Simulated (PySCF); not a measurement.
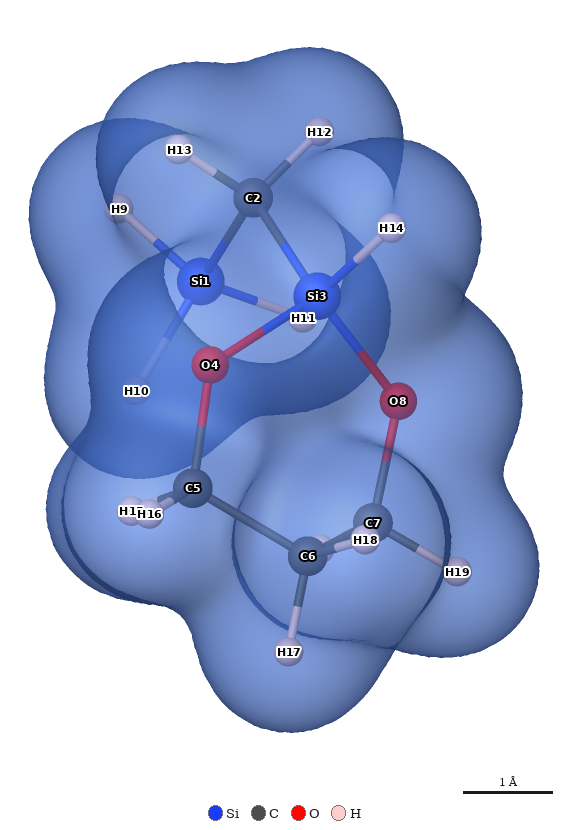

The picture shows: C₄H₁₂O₂Si₂. Isosurface of the electron density at 0.05 e/Å³ (blue), seen at an oblique angle.

Geometry: PBE0-D3(BJ)/def2-SVP.

Method: PySCF, PBE0/pcSseg-1, SCF density, gas phase, non-relativistic.

```xyz
20

Si    2.5938   -0.2063    0.4318
C     1.8873    1.2047   -0.5946
Si    0.0276    1.2672   -0.5414
O    -0.6158    0.0897   -1.5253
C    -1.3764   -0.9967   -1.0490
C    -2.1796   -0.6476    0.1949
C    -1.3008   -0.1762    1.3434
O    -0.5070    0.9374    1.0014
H     4.0130   -0.4961    0.0585
H     1.7997   -1.4557    0.2076
H     2.5452    0.1233    1.8871
H     2.3032    2.1614   -0.2356
H     2.1909    1.0910   -1.6496
H    -0.4759    2.6004   -0.9717
H    -0.7072   -1.8516   -0.8302
H    -2.0526   -1.3169   -1.8585
H    -2.7534   -1.5317    0.5179
H    -2.9124    0.1396   -0.0547
H    -1.9237    0.1026    2.2093
H    -0.6454   -1.0061    1.6722
```

Which contacts does the surface bridge?

Answer. At this value the surface is in one piece. It bridges the sampled C–O (1.41 Å), C–C (1.52 Å), Si–O (1.66 Å) and C–Si (1.86 Å) contacts, where the density stays above the isovalue. On the grid the lowest density along these lines, outside the cores, is 1.7 e/Å³ (C–O, 1.41 Å), 1.7 e/Å³ (C–C, 1.52 Å), 0.94 e/Å³ (Si–O, 1.66 Å) and 0.82 e/Å³ (C–Si, 1.86 Å).
